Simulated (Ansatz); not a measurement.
# Lattice dynamics of NaSe (Fm-3m), part 2 of 2

Aim: the vibrations of NaSe (Fm-3m), their spectra, and whether the structure is stable.

Ansatz 0.2.0; DFT PBEsol, scalar-relativistic, plane waves, PAW; PAW set soft_1.

So far. Step 5 (The orders compared): The start carried on is the ferromagnetic one. Step 7 (Relaxing to small forces for the phonons): The forces vanish by symmetry and the pressure is -0.006 GPa, within the tolerances set. The cell now holds 25.28 Å³/atom. The relaxed cell has a = 5.870 Å (conventional setting).

### 8. Modes at Γ

The zone centre comes first: it holds the modes that light can see, as far as symmetry allows. No field response is asked, since the mesh shows no gap.

The input, input.yaml:

```yaml
crystal:
  lattice:
    - [0.0, 2.9350370986, 2.9350370986]
    - [2.9350370986, 0.0, 2.9350370986]
    - [2.9350370986, 2.9350370986, 0.0]
  atoms:
    - { symbol: Na, position: [0.0, 0.0, 0.0] }
    - { symbol: Se, position: [0.5, 0.5, 0.5], spin: 0.74 }
kpoints:
  mp_grid: { grid: [12, 12, 12] }
hamiltonian:
  xc: pbesol
  pseudopotentials: { kind: paw, azcp: { folder: soft_1 }, xc_functional: pbe }
scf:
  occupations: { method: gaussian, width: 0.15 }
output:
  eigenvalues: true
  populations: true
magnetization:
  spin_polarized: true
phonons:
  method: dfpt
```

Started as:

```bash
$ ansatz run input.yaml --threads 4 --pin off --max-ram 10240MiB --backend cpu --events-out ev --progress --plain --runs-dir out
```

Numbers of over 12 decimals in the logs are rounded to 6 here.

Output:

```text
[...]
Crystal: 2 atoms, lattice volume = 50.567 Å³
Basis set: ecut = 420 eV, 965 PW (Γ), exchange–correlation on 60×60×60 points (8 copies of the dense FFT grid, shifted against one another)
Bands: 17, of which v1, the nominal top of the filled ones, is band 13 counted from 1 (12 counted from 0)
Symmetry: 48 space group operations
[...]
k-points: 72 of 1728
[...]
Starting moments: Σ|m| = 0.74 μB on 1 of 2 sites
[...]
SCF 1 converged in 19 iterations: F = -6900.837769 eV  dr2 = 7.03e-10
[...]
a single point of the input's cell can leave the moments in the input for a lower state (scf.lower_state_search): this run first made a single point of its cell. This run's own SCFs start from the density of the state that the single point found, with the moments in the input. The single point stayed on the moments in the input.
k-points: 163 of 1728 (irreducible under 8 space group operations, time reversal used)
[...]
Stability of the state it starts from, as read at its close in the collinear treatment: not read negative (Ritz values of 1 − χ₀K, real part plus size of imaginary part, from 0.55 to 0.89, by its mixing steps under the symmetry group of the SCF that read it); its run was given moments
[...]
SCF iter   5: F=-6900.837769 eV  HF=-6900.837769 eV  |F-HF|=1.82e-12  |Δ(HF+E_count)|=  2.91e-11  Δρ=4.74e-8 (↑4.74e-8 ↓4.15e-8)  dr2=2.02e-12  dr2_m=5.67e-13  M=0.914 μB ∫|m|=0.932 μB  ethr=1.00e-12  ⟨swp⟩=4.1  Hψ=23314  notcnv=0
SCF 2 converged in 5 iterations: F = -6900.837769 eV  dr2 = 2.02e-12
DFPT response loops at Γ: preconditioner auto → Kerker (q_TF=auto, 2.426 Å⁻¹) (partly filled bands, converged f_vac=0.008); β = 1.00, the filter's whole step (`scf.mixing.beta` (0.30) is not read by the response loops under this deck's `scf.mixing.preconditioner`; to damp them name `kerker` or `kerker_dos`, under which they read `scf.mixing.beta`, and type it under 1.00, their step now; both keys bind the ground state too); Broyden in place of MSR1
SCF converged after 5 iterations
Magnetization: 0.9142 μB (12.9571 up, 12.0429 down)
Absolute magnetization: 0.9188 μB (∫|ρ↑−ρ↓|, with the PAW one-centre terms)
[...]
Per-site moments (μB) at R_I (Å): [(0.017678, 1.210703), (0.674833, 1.210703)]
Free energy (F): -6900.837769 eV
[...]
Internal energy: -6900.814453 eV  (E = F + TS)
E sigma→0 (E₀):  -6900.826111 eV
Entropy (-TS):   -0.023316 eV (-11.658 meV/atom)
Fermi energy:    3.433265 eV
[...]
--- Band table (eV; the first three rows and the last of 326) ---
  k-point 0 ↑: bands = [... 9 lower, -8.5048, 3.5170, 3.5170, 3.5170, 7.2507, 11.9740, 11.9740, 11.9740]
  k-point 1 ↑: bands = [... 9 lower, -8.4735, 3.2076, 3.4869, 3.4869, 7.5731, 11.7137, 12.0798, 12.0798]
  k-point 2 ↑: bands = [... 9 lower, -8.3860, 2.5299, 3.4071, 3.4071, 8.2188, 11.4008, 12.2798, 12.2798]
  k-point 162 ↓: bands = [... 9 lower, -7.1514, 2.1830, 2.1830, 2.8806, 10.5271, 11.6906, 11.6906, 12.6296]
--- Phonons (Γ-DFPT): 2 representative perturbations + reference, on 163 of 1728 k-points (Σ response iterations 6) ---
  k mesh reduced under 8 symmetry operations, with k and −k counted as one. Each operation leaves every solved perturbation unchanged. A smaller set is not used because it would not reduce the number of displacements times k-points to solve
  ASR residual: 5.219e-5 → 0.000e0 eV/Å²; symmetrization residual: 1.631e-6 eV/Å²
  ASR residual per site (eV/Å²): 5.22e-5 5.25e-6
  Γ frequencies (cm⁻¹): 0.00 0.00 0.00 171.06 171.06 171.06
  non-analytic LO–TO correction: not included (Born effective charges unavailable; polar crystals: no LO–TO splitting at Γ)
--- Löwdin populations: 2 sites ---
  site symbol       q [e]    m [muB]
     0     Na      8.3866    -0.0148
     1     Se     16.5729     0.9301
  spilling = 0.001619 (of n_electrons = 25.000000)
```

Wall time 15 s (4 threads of Intel Xeon Platinum 8375C at 2.90GHz (Ice Lake), shared host); peak memory 0.92 GiB; 55 s of CPU time.

Reading the cycles: dr2 is the Hartree energy of the density residual (eV), the measure of convergence; HF is the Harris–Foulkes estimate of the energy, which meets the free energy F at convergence.

Numbers from this step:

```yaml
sum_rule_residual_before_enforcement: 5.22e-5 eV/Å²
point_group: m-3m
highest_optical_mode_at_the_zone_centre_no_lo_to_term: 171.1 cm⁻¹
lowest_optical_zone_centre_mode: 171.1 cm⁻¹
```

Patterns of degenerate modes are one choice out of their space. The modes at Γ (shares of kinetic energy by element, %):

| mode | frequency (cm⁻¹) | symmetry | Na % | Se % |
| --- | --- | --- | --- | --- |
| 1 | 0.0 | acoustic | 23 | 77 |
| 2 | 0.0 | acoustic | 23 | 77 |
| 3 | 0.0 | acoustic | 23 | 77 |
| 4 | 171.1 | T1u | 77 | 23 |
| 5 | 171.1 | T1u | 77 | 23 |
| 6 | 171.1 | T1u | 77 | 23 |

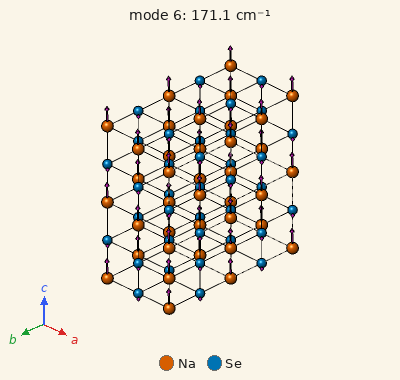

Displacement patterns of mode 6 at Γ; arrows are exaggerated. 1×2×2 conventional cells are drawn. Some periodic images of atoms are drawn too.

Before it was imposed, the acoustic sum rule was missed by 5.2e-5 eV/Å². Small misses are needed for a sound result but don't prove that mesh and cutoff are converged. The lowest optical mode is real, 171 cm⁻¹.

### 9. Phonons on a q mesh

Stability and thermal properties need the whole zone. Linear response on a 4×4×4 q mesh gives force constants as far as a supercell of that size would.

Edit input.yaml of step 8 so:

```diff
@@ -22 +22,8 @@
   method: dfpt
+  qmesh: [4, 4, 4]
+  temperatures: { t_max: 1000, t_step: 50 }
+  qpath:
+    path:
+      - [[0.0, 0.0, 0.0], [0.5, 0.0, 0.5], [0.625, 0.25, 0.625]]
+      - [[0.375, 0.375, 0.75], [0.0, 0.0, 0.0], [0.5, 0.5, 0.5], [0.5, 0.25, 0.75], [0.5, 0.0, 0.5]]
+    npoints: 10
```

Output:

```text
[...]
Crystal: 2 atoms, lattice volume = 50.567 Å³
Basis set: ecut = 420 eV, 965 PW (Γ), exchange–correlation on 60×60×60 points (8 copies of the dense FFT grid, shifted against one another)
Bands: 17, of which v1, the nominal top of the filled ones, is band 13 counted from 1 (12 counted from 0)
Symmetry: 48 space group operations
[...]
k-points: 72 of 1728
[...]
Starting moments: Σ|m| = 0.74 μB on 1 of 2 sites
[...]
SCF 1 converged in 19 iterations: F = -6900.837769 eV  dr2 = 7.03e-10
[...]
SCF iter   5: F=-6900.837769 eV  HF=-6900.837769 eV  |F-HF|=4.55e-12  |Δ(HF+E_count)|=  3.18e-11  Δρ=4.71e-8 (↑4.71e-8 ↓4.18e-8)  dr2=1.95e-12  dr2_m=5.61e-13  M=0.914 μB ∫|m|=0.932 μB  ethr=1.00e-12  ⟨swp⟩=3.9  Hψ=10284  notcnv=0
SCF 2 converged in 5 iterations: F = -6900.837769 eV  dr2 = 1.95e-12
[...]
SCF iter   4: F=-6900.837769 eV  HF=-6900.837769 eV  |F-HF|=9.09e-13  |Δ(HF+E_count)|=  1.82e-12  Δρ=6.17e-8 (↑5.17e-8 ↓6.17e-8)  dr2=3.59e-12  dr2_m=5.71e-13  M=0.914 μB ∫|m|=0.932 μB  ethr=1.00e-12  ⟨swp⟩=2.0  Hψ=4822  notcnv=0
SCF 3 converged in 4 iterations: F = -6900.837769 eV  dr2 = 3.59e-12
phonons: the bands overlap, so this run is a metal and interpolates without the dipole-dipole term. If the crystal is really an insulator or semiconductor, its LO-TO splitting is missing
NSCF: frozen V_eff on 72 k-points
[...]
DFPT response loops at q = (0, 0, 0) (fractional): preconditioner auto → Kerker (q_TF=auto, 2.426 Å⁻¹) (partly filled bands, converged f_vac=0.008); β = 1.00, the filter's whole step (`scf.mixing.beta` (0.30) is not read by the response loops under this deck's `scf.mixing.preconditioner`; to damp them name `kerker` or `kerker_dos`, under which they read `scf.mixing.beta`, and type it under 1.00, their step now; both keys bind the ground state too); Broyden in place of MSR1
[...]
SCF converged after 5 iterations
Magnetization: 0.9142 μB (12.9571 up, 12.0429 down)
Absolute magnetization: 0.9188 μB (∫|ρ↑−ρ↓|, with the PAW one-centre terms)
[...]
Per-site moments (μB) at R_I (Å): [(0.017678, 1.210703), (0.674833, 1.210703)]
Free energy (F): -6900.837769 eV
[...]
Internal energy: -6900.814453 eV  (E = F + TS)
E sigma→0 (E₀):  -6900.826111 eV
Entropy (-TS):   -0.023316 eV (-11.658 meV/atom)
Fermi energy:    3.433265 eV
[...]
--- Band table (eV; the first three rows and the last of 144) ---
  k-point 0 ↑: bands = [... 9 lower, -8.5048, 3.5170, 3.5170, 3.5170, 7.2507, 11.9740, 11.9740, 11.9740]
  k-point 1 ↑: bands = [... 9 lower, -8.4735, 3.2076, 3.4869, 3.4869, 7.5731, 11.7137, 12.0798, 12.0798]
  k-point 2 ↑: bands = [... 9 lower, -8.3860, 2.5299, 3.4071, 3.4071, 8.2188, 11.4008, 12.2798, 12.2798]
  k-point 71 ↓: bands = [... 9 lower, -7.1514, 2.1830, 2.1830, 2.8806, 10.5271, 11.6906, 11.6906, 12.6296]
--- Phonons (Γ-DFPT): 2 representative perturbations + reference (Σ response iterations 6) ---
  ASR residual: 5.481e-5 → 0.000e0 eV/Å²; symmetrization residual: 2.493e-7 eV/Å²
  ASR residual per site (eV/Å²): 5.48e-5 1.97e-6
  Γ frequencies (cm⁻¹): 0.00 0.00 0.00 171.06 171.06 171.06
--- Phonons (arbitrary-q DFPT): 8 irreducible q on the 4×4×4 mesh ---
  q = [0.0000, 0.0000, 0.0000] (star 1, of the zone-centre solve; hermiticity 2.60e-7, symmetrization 8.37e-12): -0.00 0.00 0.00 171.06 171.06 171.06
  q = [0.0000, 0.0000, 0.2500] (star 8, 2 solved perturbations on 936 of 1728 k-point pairs; hermiticity 1.56e-7, symmetrization 1.37e-11): 41.94 45.49 45.49 159.42 160.52 160.52
[...]
q = [0.0000, 0.2500, 0.2500] (star 6, 4 solved perturbations in 1608 linear systems a pass and spin channel, the states on 510 of 1728 k-point pairs; hermiticity 1.46e-6, symmetrization 1.34e-12): -39.21 -39.21 65.93 149.41 173.91 173.91
[...]
sum rule: each row above includes the acoustic sum rule's correction from the zone centre's row sums; it moved no ω² by more than (0.81 cm⁻¹)²
  mesh force constants: q→R imaginary residual 7.91e-18; ASR residual 5.481e-5 → 0.000e0 eV/Å²; symmetrization residual 2.442e-15 eV/Å²
  interpolated dispersion: 62 rows × 6 modes
  density of states and harmonic sums: on the 20×20×20 q-mesh, interpolated from the force constants of a 4×4×4 supercell (no non-analytic term)
  largest difference from the sums on the solved wave vectors: F 1.78e-2 eV, S 2.71e-5 and C_V 9.30e-6 eV/K
  zero-point energy: 0.035678 eV/cell   skipped modes (ω ≤ 0): 321, of them read as no rigid motion or as one in doubt: 318 (1.233e0 modes/cell left out, lowest -54.48 cm⁻¹)   left out of the sums: 2.05e-1 of the cell's modes: C_V's classical limit lies that fraction below 3 k_B per atom; for a crystal, a wire or a layer, F and S can be off by more, and a phonons.interpolated_qmesh denser along its periods is the remedy for the sampling
--- Löwdin populations: 2 sites ---
  site symbol       q [e]    m [muB]
     0     Na      8.3866    -0.0148
     1     Se     16.5729     0.9301
  spilling = 0.001619 (of n_electrons = 25.000000)
```

Run time: 6.4 min. Hardware: 4 threads; peak memory 5.7 GiB.

This step gave:

```
sum-rule residual before enforcement                    : 5.48e-5 eV/Å²
lowest frequency on the path                            : -54.83 cm⁻¹
highest frequency on the path or at a solved wavevector : 183.3 cm⁻¹
lowest mode on the q mesh (acoustic modes at Γ apart)   : -54.48 cm⁻¹
```

Frequencies (cm⁻¹) solved at each irreducible wavevector; negative means imaginary. Frequencies by wavevector, by row:

| q in reciprocal lattice units | star | mode 1 | mode 2 | mode 3 | mode 4 | mode 5 | mode 6 |
| --- | --- | --- | --- | --- | --- | --- | --- |
| 0 0 0 | 1 | 0 | 0 | 0 | 171.1 | 171.1 | 171.1 |
| 0 0 0.25 | 8 | 41.9 | 45.5 | 45.5 | 159.4 | 160.5 | 160.5 |
| 0 0 -0.5 | 4 | 72.7 | 72.7 | 75 | 145.6 | 145.6 | 146 |
| 0 0.25 0.25 | 6 | -39.2 | -39.2 | 65.9 | 149.4 | 173.9 | 173.9 |
| 0 0.25 -0.5 | 24 | -34 | 28.6 | 37.4 | 162.7 | 164.8 | 170 |
| 0 0.25 -0.25 | 12 | -54.5 | 67.8 | 68.1 | 146.1 | 147.5 | 177 |
| 0 -0.5 -0.5 | 3 | -32.1 | -32.1 | -30.2 | 176.2 | 176.2 | 183.3 |
| 0.25 -0.5 -0.25 | 6 | -45.2 | -45.2 | 44.8 | 147.3 | 179.6 | 179.6 |

Interpolated from a 4×4×4 q mesh. The phonon branches at the labelled points (cm⁻¹):

| point | branch 1 | branch 2 | branch 3 | branch 4 | branch 5 | branch 6 |
| --- | --- | --- | --- | --- | --- | --- |
| Γ | 0 | 0 | 0 | 171 | 171 | 171 |
| X | -32 | -32 | -30 | 176 | 176 | 183 |
| U | -46 | -14 | 26 | 164 | 166 | 181 |
| jump to K | -46 | -14 | 26 | 164 | 166 | 181 |
| Γ | 0 | 0 | 0 | 171 | 171 | 171 |
| L | 73 | 73 | 75 | 146 | 146 | 146 |
| W | -45 | -45 | 45 | 147 | 180 | 180 |
| X | -32 | -32 | -30 | 176 | 176 | 183 |

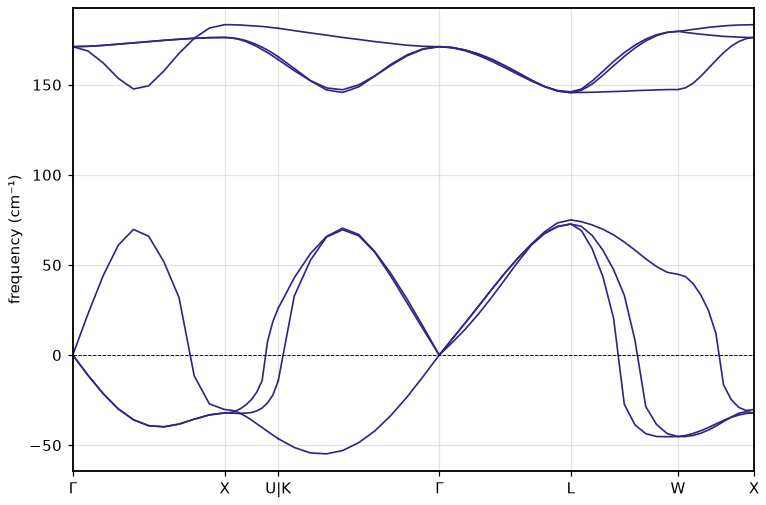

Phonon branches along the path.

The phonon density of states has structure finer than the step of the table below, so its rows give means over 10 cm⁻¹, whole bins alone (the curve runs from -55 to 183 cm⁻¹). Peaks (cm⁻¹: height): -41.0: 0.0536, 69.0: 0.0571, 147.0: 0.148, 175.0: 0.125.

Tetrahedra on a 20×20×20 mesh, mean over bins of 2 cm-1. Interpolated from a 4×4×4 q mesh. Table of phonon density of states by wavenumber; means over each step:

| wavenumber (cm⁻¹) | phonon density of states (1/cm⁻¹/cell) |
| --- | --- |
| -50 | 0.0214 |
| -40 | 0.0475 |
| -30 | 0.0274 |
| -20 | 0.0134 |
| -10 | 0.00940 |
| 0 | 0.00867 |
| 10 | 0.00904 |
| 20 | 0.0116 |
| 30 | 0.0174 |
| 40 | 0.0248 |
| 50 | 0.0327 |
| 60 | 0.0390 |
| 70 | 0.0375 |
| 80 | 3.9e-5 |
| 90 | 0 |
| 100 | 0 |
| 110 | 0 |
| 120 | 0 |
| 130 | 0 |
| 140 | 4.3e-4 |
| 150 | 0.0899 |
| 160 | 0.0650 |
| 170 | 0.0962 |

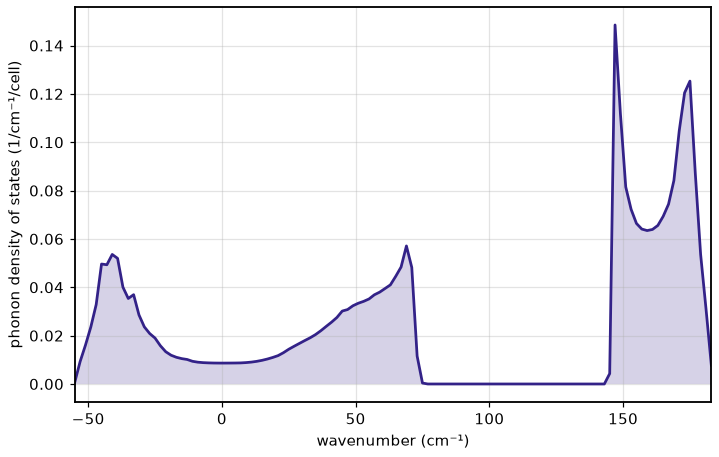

Phonon density of states, plotted against wavenumber.

The partial phonon density of states has structure finer than the step of the table below, so its rows give means over 10 cm⁻¹, whole bins alone (the curve runs from -64.5 to 199 cm⁻¹). Peaks (cm⁻¹: height): Na 149.0: 0.100, 173.8: 0.0930; Se -39.7: 0.0429, 53.0: 0.0369, 69.6: 0.0481, 173.8: 0.0219.

Phonopy on the run's constants, 17x17x17 mesh, Gaussian sigma 2.0 cm-1. Interpolated from a 4×4×4 q mesh. Table of partial phonon density of states by wavenumber; means over each step; values in 1/cm⁻¹/cell:

| wavenumber (cm⁻¹) | Na | Se |
| --- | --- | --- |
| -50 | 0.00436 | 0.0187 |
| -40 | 0.00877 | 0.0384 |
| -30 | 0.00545 | 0.0242 |
| -20 | 0.00256 | 0.0118 |
| -10 | 0.00155 | 0.00734 |
| 0 | 3.2e-4 | 0.00172 |
| 10 | 0.00116 | 0.00571 |
| 20 | 0.00200 | 0.0106 |
| 30 | 0.00279 | 0.0169 |
| 40 | 0.00294 | 0.0216 |
| 50 | 0.00289 | 0.0308 |
| 60 | 0.00201 | 0.0353 |
| 70 | 7.2e-4 | 0.0376 |
| 80 | 5.0e-6 | 0.00115 |
| 90 | 0 | 0 |
| 100 | 0 | 0 |
| 110 | 0 | 0 |
| 120 | 0 | 0 |
| 130 | 0 | 0 |
| 140 | 0.00826 | 7.2e-5 |
| 150 | 0.0789 | 0.00324 |
| 160 | 0.0569 | 0.00805 |
| 170 | 0.0763 | 0.0168 |
| 180 | 0.0416 | 0.00939 |
| 190 | 4.7e-4 | 9.7e-5 |

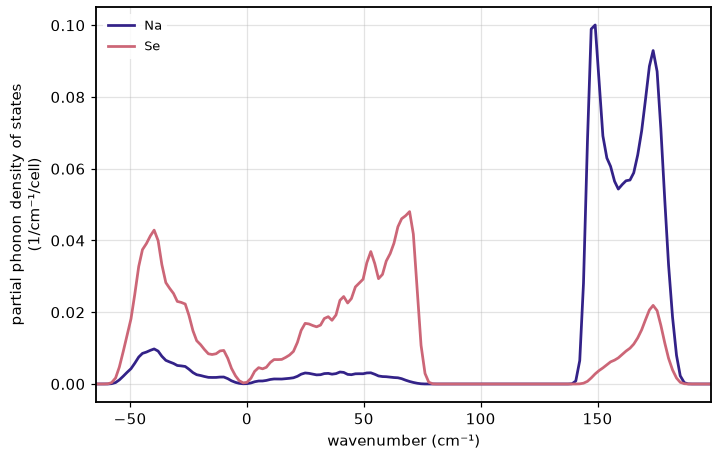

Partial phonon density of states, plotted against wavenumber.

Second derivatives of the energy by pair, one row for each kind of neighbour of each atom listed. Each entry sums the pair over the periodic images of the supercell that the q mesh stands for, and in a polar crystal it holds the long-range dipole part too. Force constants by pair, by row:

| atom | neighbour | distance (Å) | third of the trace (eV/Å²) | along the pair's line (eV/Å²) |
| --- | --- | --- | --- | --- |
| Na1 | itself | 0 | 1.957 | – |
| Na1 | Se | 2.935 | -0.313 | -1.031 |
| Na1 | Na | 4.151 | -0.0157 | -0.0293 |
| Na1 | Se | 5.084 | 0.0023 | 0.008 |
| Na1 | Na | 5.87 | 0.0262 | 0.0674 |
| Na1 | Se | 6.563 | -0.0021 | -0.0175 |
| Na1 | Na | 7.189 | 3.00e-4 | -2.00e-4 |
| Se2 | itself | 0 | 1.342 | – |
| Se2 | Na | 2.935 | -0.313 | -1.031 |
| Se2 | Se | 4.151 | 0.0419 | 0.0327 |
| Se2 | Na | 5.084 | 0.0023 | 0.008 |
| Se2 | Se | 5.87 | 5.00e-4 | 0.0154 |
| Se2 | Na | 6.563 | -0.0021 | -0.0175 |
| Se2 | Se | 7.189 | -0.0083 | -0.0222 |

Symmetry leaves 8 wavevectors to solve. The lowest mode among them, the acoustic zeros apart, lies at q = (0, 0.25, -0.25) and is imaginary, 54.5i cm⁻¹, so the energy falls along it.

### 10. Isotope substitution

An isotope changes the mass and not the force constants, so no new electronic calculation is needed; the shifts show which modes move this element.

The same force constants with the mass of Se changed from 78.971 to 81.917 u (phonopy, no LO-TO term). Both lists are sorted by frequency; levels can cross, so a row need not hold one and the same mode. Modes under 3 cm⁻¹ are left out. Isotope shifts, by row:

| q | rank | natural mass (cm⁻¹) | changed mass (cm⁻¹) |
| --- | --- | --- | --- |
| 0 0 0 | 4 | 171.1 | 170.4 |
| 0 0 0 | 5 | 171.1 | 170.4 |
| 0 0 0 | 6 | 171.1 | 170.4 |
| 0 0 0.25 | 1 | 41.94 | 41.28 |
| 0 0 0.25 | 2 | 45.49 | 44.79 |
| 0 0 0.25 | 3 | 45.49 | 44.79 |
| 0 0 0.25 | 4 | 159.4 | 159 |
| 0 0 0.25 | 5 | 160.5 | 160.1 |
| 0 0 0.25 | 6 | 160.5 | 160.1 |
| 0 0 -0.5 | 1 | 72.68 | 71.36 |
| 0 0 -0.5 | 2 | 72.68 | 71.36 |
| 0 0 -0.5 | 3 | 75.02 | 73.66 |
| 0 0 -0.5 | 4 | 145.6 | 145.6 |
| 0 0 -0.5 | 5 | 145.6 | 145.6 |
| 0 0 -0.5 | 6 | 146 | 146 |
| 0 0.25 0.25 | 1 | -39.21 | -38.64 |
| 0 0.25 0.25 | 2 | -39.21 | -38.64 |
| 0 0.25 0.25 | 3 | 65.93 | 64.75 |
| 0 0.25 0.25 | 4 | 149.4 | 149.4 |
| 0 0.25 0.25 | 5 | 173.9 | 173.2 |
| 0 0.25 0.25 | 6 | 173.9 | 173.2 |

A mode of this element alone would shift by -1.81 %. The highest zone-centre frequency without the field goes from 171.1 to 170.4 cm⁻¹ (-0.4 %). The product of the frequency ratios over all optical modes at Γ is 0.988; the product rule, (m/m′)^(3k/2) (M′/M)^(3/2) with k = 1 such atoms and M the mass of the cell, gives 0.988.

### 11. Results

- space group after relaxation (within 0.01 Å): Fm-3m
- volume per atom: 25.3 Å³
- electronic character: no gap on this mesh
- highest optical mode at the zone centre (no LO-TO term): 171 cm⁻¹
- lowest optical zone-centre mode: 171 cm⁻¹
- lowest mode on the q mesh (acoustic modes at Γ apart): -54.5 cm⁻¹
- highest frequency on the path or at a solved wavevector: 183 cm⁻¹
- imaginary modes on the 4×4×4 q mesh: yes
- net magnetic moment of the cell as run: 0.914 μB

In words: Modes are clearly imaginary (beyond 10i cm⁻¹) at 5 of the 8 irreducible wavevectors, most at q = (0, 0.25, -0.25) (54.5i cm⁻¹), so this structure is not a minimum of the energy. The optical modes at Γ form one degenerate level at 171 cm⁻¹. The highest mode in this list at Γ, 171.1 cm⁻¹, is mostly motion of Na (77 % of the kinetic energy). The magnetic state is the one that the run reached from its starting moments; a lower one was not ruled out. With no gap, or one that is small against the smearing, the frequencies hang on the k mesh and the smearing, most of all near Kohn anomalies. The PAW files were made for PBE and serve the other functionals too. These are harmonic frequencies at zero temperature: anharmonic shifts, linewidths and thermal expansion are left out.

[Logs are printed without paths, hosts, clocks, repeated set-up lines and the standing remarks that a program may print on its own settings, such as how far it seeks lower states.]

[Hosts, paths, dates, database ids (printed as entryN), source tags and the programs' standing remarks are cut or masked in the printed files.]
